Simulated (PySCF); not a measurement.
# C₂H₅BF₂OS: NMR shifts at several levels of theory, part 2 of 2

PySCF 2.14.0. Atoms count from 0. The steps go on from the part before.

### 8 NMR shieldings: PBE0/aug-cc-pVDZ

The job: settings as JSON, then the geometry in Å.

```
{"job": {"kind": "nmr", "xc": "PBE0", "basis": "aug-cc-pVDZ", "pop": true}, "charge": 0, "multiplicity": 1}
C      2.248985    -0.019446     0.472824
S      1.259412     1.333316     1.177006
B     -0.395335     0.905401     0.686155
O     -0.623825    -0.221223    -0.054080
C     -1.868290    -0.567461    -0.490222
F     -2.053270    -1.867584    -0.249751
F     -1.935252    -0.383262    -1.814238
H      2.056355    -0.956903     1.010533
H      2.017448    -0.155875    -0.590881
H      3.304338     0.257240     0.589252
H     -1.302505     1.628727     1.021571
H     -2.666967     0.017975    -0.001366
```

Method: GIAO PBE0/aug-cc-pVDZ NMR shielding, non-relativistic, gas phase.

The program printed:

```text
coarse grid: 11240 points
cycle   1  E = -776.6362699437  dE =  9.887e-01  |g| = 8.090e-01  |ddm| = 7.054e+00
cycle   2  E = -776.5231188439  dE =  1.132e-01  |g| = 1.168e+00  |ddm| = 2.449e+00
cycle   3  E = -776.7531698410  dE = -2.301e-01  |g| = 6.456e-02  |ddm| = 1.386e+00
cycle   4  E = -776.7537366045  dE = -5.668e-04  |g| = 4.497e-02  |ddm| = 1.574e-01
cycle   5  E = -776.7541445448  dE = -4.079e-04  |g| = 1.011e-02  |ddm| = 6.382e-02
cycle   6  E = -776.7541630073  dE = -1.846e-05  |g| = 2.049e-03  |ddm| = 1.585e-02
cycle   7  E = -776.7541638731  dE = -8.658e-07  |g| = 4.170e-04  |ddm| = 4.024e-03
final grid: 106648 points
cycle   8  E = -776.7646939951  dE = -3.287e-05  |g| = 9.014e-03  |ddm| = 1.030e-01
cycle   9  E = -776.7646832037  dE =  1.079e-05  |g| = 1.161e-02  |ddm| = 3.380e-02
cycle  10  E = -776.7647121644  dE = -2.896e-05  |g| = 5.123e-04  |ddm| = 1.754e-02
cycle  11  E = -776.7647122133  dE = -4.885e-08  |g| = 1.920e-04  |ddm| = 1.271e-03
cycle  12  E = -776.7647122205  dE = -7.228e-09  |g| = 5.647e-05  |ddm| = 3.614e-04
cycle  13  E = -776.7647122213  dE = -8.426e-10  |g| = 2.146e-05  |ddm| = 1.245e-04
converged SCF energy = -776.7647122213

GIAO shielding tensors (ppm)
atom      isotropic    diamagn.    paramagn.     s11        s22        s33       span
  0 C      181.053     214.220     -33.167    170.184    175.682    197.293     27.109
  1 S      575.840    1052.616    -476.776    376.338    647.235    703.947    327.608
  2 B       68.073     214.763    -146.690     18.292     78.738    107.190     88.899
  3 O      124.197     364.392    -240.195     50.786     58.153    263.651    212.865
  4 C       76.653     223.501    -146.848     64.012     78.783     87.165     23.153
  5 F      282.656     467.159    -184.503    201.992    297.149    348.826    146.834
  6 F      276.630     464.763    -188.133    194.516    289.050    346.325    151.809
  7 H       29.138      30.080      -0.941     24.537     26.785     36.094     11.557
  8 H       28.839      29.710      -0.872     23.939     27.588     34.989     11.049
  9 H       29.573      33.695      -4.123     24.303     27.204     37.211     12.907
 10 H       25.589      23.071       2.519     23.803     24.774     28.192      4.389
 11 H       24.891      28.863      -3.972     22.730     23.679     28.265      5.535
```

Wall time 21 s (1 thread of Arm Neoverse V2, shared host); peak memory 0.97 GiB.

This run: δ C4 118.5, C0 14.1, S1 -18, B2 42.1, H11 6.50, H10 5.81 ppm.

### 9 Nuclear shieldings: PBE0/IGLO-III

Same as in step 8 but for these lines:

```diff
@@ -1,2 +1,2 @@
-{"job": {"kind": "nmr", "xc": "PBE0", "basis": "aug-cc-pVDZ", "pop": true}, "charge": 0, "multiplicity": 1}
+{"job": {"kind": "nmr", "xc": "PBE0", "basis": "IGLO-III", "pop": true}, "charge": 0, "multiplicity": 1}
 C      2.248985    -0.019446     0.472824
```

Method: GIAO PBE0/IGLO-III NMR shielding, non-relativistic, gas phase.

The program printed:

```text
coarse grid: 11240 points
cycle   1  E = -776.7506800192  dE =  9.301e-01  |g| = 8.980e-01  |ddm| = 2.443e+00
cycle   2  E = -776.6171948010  dE =  1.335e-01  |g| = 1.306e+00  |ddm| = 8.548e-01
cycle   3  E = -776.8789015027  dE = -2.617e-01  |g| = 7.097e-02  |ddm| = 4.842e-01
cycle   4  E = -776.8793442896  dE = -4.428e-04  |g| = 5.735e-02  |ddm| = 7.432e-02
cycle   5  E = -776.8799527863  dE = -6.085e-04  |g| = 1.134e-02  |ddm| = 3.018e-02
cycle   6  E = -776.8799718832  dE = -1.910e-05  |g| = 3.057e-03  |ddm| = 7.518e-03
cycle   7  E = -776.8799733424  dE = -1.459e-06  |g| = 5.882e-04  |ddm| = 2.018e-03
final grid: 106648 points
cycle   8  E = -776.8903182769  dE = -1.122e-04  |g| = 9.739e-03  |ddm| = 5.825e-02
cycle   9  E = -776.8903088520  dE =  9.425e-06  |g| = 1.164e-02  |ddm| = 1.040e-02
cycle  10  E = -776.8903339886  dE = -2.514e-05  |g| = 9.230e-04  |ddm| = 5.888e-03
cycle  11  E = -776.8903341039  dE = -1.153e-07  |g| = 3.111e-04  |ddm| = 5.436e-04
cycle  12  E = -776.8903341188  dE = -1.490e-08  |g| = 1.223e-04  |ddm| = 2.446e-04
cycle  13  E = -776.8903341223  dE = -3.461e-09  |g| = 3.356e-05  |ddm| = 8.449e-05
cycle  14  E = -776.8903341224  dE = -1.721e-10  |g| = 6.958e-06  |ddm| = 1.515e-05
converged SCF energy = -776.8903341224

GIAO shielding tensors (ppm)
atom      isotropic    diamagn.    paramagn.     s11        s22        s33       span
  0 C      171.076     252.949     -81.872    161.540    165.949    185.740     24.200
  1 S      519.999    1059.452    -539.454    309.002    590.816    660.179    351.176
  2 B       53.898     194.057    -140.159      0.648     65.616     95.429     94.781
  3 O      101.641     394.070    -292.430     23.230     30.559    251.133    227.903
  4 C       58.242     248.152    -189.909     46.834     59.845     68.048     21.215
  5 F      267.449     461.340    -193.890    180.230    283.169    338.949    158.719
  6 F      260.834     462.113    -201.279    171.361    273.978    337.163    165.802
  7 H       29.117      30.551      -1.434     24.426     26.829     36.097     11.671
  8 H       28.827      31.555      -2.728     23.882     27.606     34.993     11.111
  9 H       29.619      27.988       1.632     24.237     27.371     37.251     13.014
 10 H       25.722      30.123      -4.401     24.021     24.925     28.219      4.198
 11 H       24.899      27.839      -2.940     22.779     23.637     28.281      5.502
```

Run time: 34 s. Hardware: 1 thread of Arm Neoverse V2, shared host; peak memory 1.1 GiB.

This run: δ C4 125.5, C0 12.7, S1 -1, B2 46.0, H11 6.48, H10 5.65 ppm.

### 10 NMR shieldings: PBE0/pcSseg-0

Same as in step 9 but for these lines:

```diff
@@ -1,2 +1,2 @@
-{"job": {"kind": "nmr", "xc": "PBE0", "basis": "IGLO-III", "pop": true}, "charge": 0, "multiplicity": 1}
+{"job": {"kind": "nmr", "xc": "PBE0", "basis": "pcSseg-0", "pop": true}, "charge": 0, "multiplicity": 1}
 C      2.248985    -0.019446     0.472824
```

Level: GIAO PBE0/pcSseg-0 NMR shielding, non-relativistic, gas phase.

The program printed:

```text
coarse grid: 11240 points
cycle   1  E = -775.2718243585  dE =  9.377e-01  |g| = 7.899e-01  |ddm| = 3.409e+00
cycle   2  E = -775.1803475165  dE =  9.148e-02  |g| = 1.127e+00  |ddm| = 1.519e+00
cycle   3  E = -775.3981067110  dE = -2.178e-01  |g| = 3.529e-02  |ddm| = 8.206e-01
cycle   4  E = -775.3981653677  dE = -5.866e-05  |g| = 3.661e-02  |ddm| = 9.180e-02
cycle   5  E = -775.3984501698  dE = -2.848e-04  |g| = 5.782e-03  |ddm| = 3.945e-02
cycle   6  E = -775.3984554839  dE = -5.314e-06  |g| = 1.105e-03  |ddm| = 6.082e-03
final grid: 106648 points
cycle   7  E = -775.3618111349  dE = -1.673e-05  |g| = 6.305e-03  |ddm| = 2.373e-02
cycle   8  E = -775.3618074907  dE =  3.644e-06  |g| = 7.346e-03  |ddm| = 1.423e-02
cycle   9  E = -775.3618207208  dE = -1.323e-05  |g| = 4.777e-04  |ddm| = 8.169e-03
cycle  10  E = -775.3618207639  dE = -4.318e-08  |g| = 1.211e-04  |ddm| = 5.439e-04
cycle  11  E = -775.3618207666  dE = -2.626e-09  |g| = 7.052e-05  |ddm| = 2.181e-04
cycle  12  E = -775.3618207676  dE = -1.015e-09  |g| = 8.505e-06  |ddm| = 6.584e-05
cycle  13  E = -775.3618207676  dE = -2.547e-11  |g| = 3.073e-06  |ddm| = 1.698e-05
converged SCF energy = -775.3618207676

GIAO shielding tensors (ppm)
atom      isotropic    diamagn.    paramagn.     s11        s22        s33       span
  0 C      177.610     254.426     -76.817    166.184    172.030    194.616     28.432
  1 S      565.687    1055.214    -489.527    331.395    681.772    683.895    352.500
  2 B       55.794     193.714    -137.919     -4.295     72.565     99.112    103.407
  3 O      108.445     406.810    -298.365      7.398     40.736    277.201    269.803
  4 C       57.487     231.891    -174.404     42.403     61.005     69.054     26.651
  5 F      278.273     470.943    -192.669    198.356    305.769    330.696    132.340
  6 F      270.361     471.567    -201.206    186.873    296.041    328.169    141.296
  7 H       30.578      30.137       0.441     25.687     28.234     37.812     12.125
  8 H       30.315      29.942       0.373     24.642     29.410     36.894     12.252
  9 H       30.928      30.915       0.013     25.192     28.380     39.213     14.021
 10 H       26.385      28.863      -2.478     25.322     25.664     28.168      2.846
 11 H       25.843      25.092       0.751     22.884     24.155     30.491      7.606
```

It took 5.4 s on 1 thread of Arm Neoverse V2, shared host; peak memory 0.47 GiB.

Key values: δ C4 136.0, C0 15.9, S1 -50, B2 49.1, H11 6.99, H10 6.45 ppm.

### 11 Shielding tensors: PBE0/pcSseg-2

Same as in step 10 but for these lines:

```diff
@@ -1,2 +1,2 @@
-{"job": {"kind": "nmr", "xc": "PBE0", "basis": "pcSseg-0", "pop": true}, "charge": 0, "multiplicity": 1}
+{"job": {"kind": "nmr", "xc": "PBE0", "basis": "pcSseg-2", "pop": true}, "charge": 0, "multiplicity": 1}
 C      2.248985    -0.019446     0.472824
```

Level: GIAO PBE0/pcSseg-2 NMR shielding, non-relativistic, gas phase.

The program printed:

```text
coarse grid: 11240 points
cycle   1  E = -776.7597804506  dE =  9.493e-01  |g| = 8.897e-01  |ddm| = 2.314e+00
cycle   2  E = -776.6299505357  dE =  1.298e-01  |g| = 1.287e+00  |ddm| = 9.132e-01
cycle   3  E = -776.8878784789  dE = -2.579e-01  |g| = 6.853e-02  |ddm| = 5.511e-01
cycle   4  E = -776.8883809468  dE = -5.025e-04  |g| = 5.186e-02  |ddm| = 7.937e-02
cycle   5  E = -776.8888770219  dE = -4.961e-04  |g| = 1.099e-02  |ddm| = 3.078e-02
cycle   6  E = -776.8888959112  dE = -1.889e-05  |g| = 2.771e-03  |ddm| = 7.604e-03
cycle   7  E = -776.8888971358  dE = -1.225e-06  |g| = 5.650e-04  |ddm| = 1.869e-03
final grid: 106648 points
cycle   8  E = -776.8922883665  dE = -1.088e-04  |g| = 8.705e-03  |ddm| = 3.735e-02
cycle   9  E = -776.8922795328  dE =  8.834e-06  |g| = 1.106e-02  |ddm| = 1.054e-02
cycle  10  E = -776.8923034306  dE = -2.390e-05  |g| = 6.168e-04  |ddm| = 6.105e-03
cycle  11  E = -776.8923034754  dE = -4.481e-08  |g| = 3.248e-04  |ddm| = 5.151e-04
cycle  12  E = -776.8923034942  dE = -1.885e-08  |g| = 1.054e-04  |ddm| = 2.508e-04
cycle  13  E = -776.8923034965  dE = -2.303e-09  |g| = 2.851e-05  |ddm| = 7.850e-05
cycle  14  E = -776.8923034966  dE = -1.189e-10  |g| = 5.893e-06  |ddm| = 1.500e-05
converged SCF energy = -776.8923034966

GIAO shielding tensors (ppm)
atom      isotropic    diamagn.    paramagn.     s11        s22        s33       span
  0 C      171.069     245.214     -74.146    161.464    165.814    185.927     24.463
  1 S      515.045    1057.163    -542.118    300.085    584.221    660.829    360.744
  2 B       52.989     196.882    -143.893     -1.028     64.637     95.358     96.386
  3 O      101.291     400.115    -298.824     21.313     29.457    253.102    231.789
  4 C       57.247     235.161    -177.913     45.758     58.836     67.149     21.391
  5 F      268.291     467.297    -199.006    182.094    284.335    338.442    156.348
  6 F      261.963     468.126    -206.163    173.306    275.515    337.067    163.761
  7 H       29.027      30.683      -1.656     24.256     26.745     36.080     11.823
  8 H       28.725      31.590      -2.865     23.672     27.516     34.987     11.315
  9 H       29.522      28.280       1.242     24.152     27.139     37.276     13.124
 10 H       25.661      29.899      -4.238     23.919     24.844     28.220      4.300
 11 H       24.859      27.568      -2.710     22.686     23.620     28.270      5.584
```

It took 44 s on 1 thread of Arm Neoverse V2, shared host; peak memory 1.3 GiB.

This run: δ C4 126.9, C0 13.1, S1 -12, B2 46.1, H11 6.39, H10 5.58 ppm.

### 12 Run by run: NMR shifts

Shifts (ppm) of some atoms, chosen among heavy atoms and hydrogens apart, means over like atoms, with basis size and wall time:

```
               run     C4   H11   H10   S1    B2     O3     F5  functions   time
       PBE0/6-31G*  117.2  6.26  5.66  -27  41.7  192.7  -86.3        112  8.5 s
PBE0/6-311+G(2d,p)  121.0  6.46  5.66  -12  43.1  220.3  -91.8        227   23 s
     PBE0/def2-SVP  118.6  5.85  5.51  -17  42.7  211.3  -73.5        127    9 s
    PBE0/def2-TZVP  124.4  6.39  5.75   -9  44.1  226.8  -87.3        253   28 s
      PBE0/cc-pVDZ  118.4  5.98  5.57  -30  43.6  216.8  -82.3        127  9.8 s
      PBE0/cc-pVTZ  123.6  6.35  5.61  -18  43.4  226.0  -85.0        284   33 s
  PBE0/aug-cc-pVDZ  118.5  6.50  5.81  -18  42.1  211.7  -85.5        210   21 s
     PBE0/IGLO-III  125.5  6.48  5.65   -1  46.0  225.5  -89.5        304   34 s
     PBE0/pcSseg-0  136.0  6.99  6.45  -50  49.1  229.4  -95.9         77  5.4 s
     PBE0/pcSseg-2  126.9  6.39  5.58  -12  46.1  226.9  -89.3        329   44 s
```

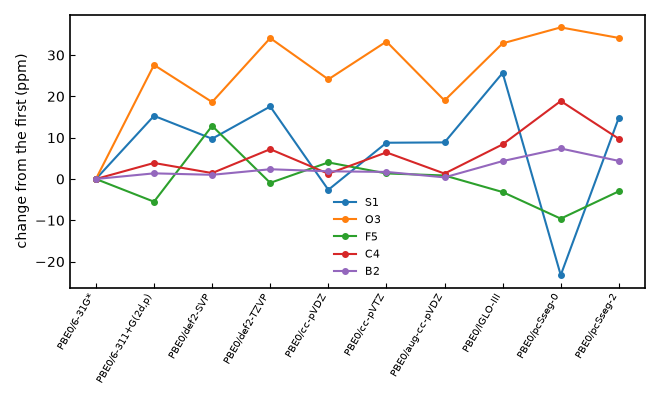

How five of the tabulated atoms move from run to run.

### 13 Summary of results

This closing draws on all 2 parts.

| quantity | value |
| --- | --- |
| 13C shifts against TMS (PBE0/6-31G*) | 117.2, 12.1 ppm |
| 1H shifts against TMS (PBE0/6-31G*, means over atoms taken as alike) | 6.26, 5.66, 2.00 ppm |
| 33S shifts against CS2 (PBE0/6-31G*) | -27 ppm |
| 11B shifts against BF3·OEt2 (PBE0/6-31G*) | 41.7 ppm |
| 17O shifts against H2O (PBE0/6-31G*) | 192.7 ppm |
| 19F shifts against CFCl3 (PBE0/6-31G*, means over atoms taken as alike) | -86.3 ppm |
| range of the shift of S1 | -50 to -1 ppm |

**Reading.** Single values in the summary come from the first run of each kind that ended normally (PBE0/6-31G*), which need not be the best level. At PBE0/6-31G*: The largest span, 334 ppm, is at S1, where the paramagnetic term is -485 ppm. Across the 10 runs the shift of S1 moves most, between -50 (PBE0/pcSseg-0) and -1 ppm (PBE0/IGLO-III).
